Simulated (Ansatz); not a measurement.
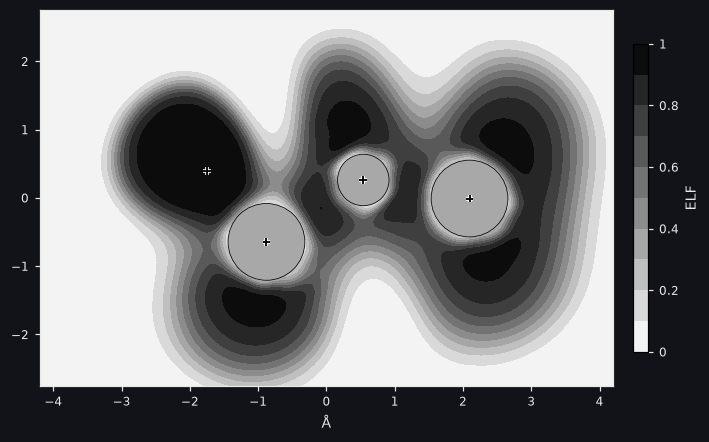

The ELF on a plane through atoms (crosses mark nuclei in the plane; grey discs cover the cores).

Computed with isolated molecule in a Gaussian basis; Kohn-Sham density functional theory, functional PBE0 (Ansatz 0.2.0).

Candidates:
A. C4H5 (SMILES [CH]=C=CC) (doublet)
B. C2H2N (SMILES C=C=[N-]) (charge −1)
C. CHS2 (SMILES S=[C]S) (doublet)

### Which candidate gave the map?

Candidate C: CHS2 on the molecular plane, which holds C, S and H. C–S (1.58 Å): the ELF peaks at about 0.90 between the atoms (localised, covalent bonding). S–H (1.36 Å): the ELF climbs to about 1 towards the hydrogen, as it does in any bond to H.
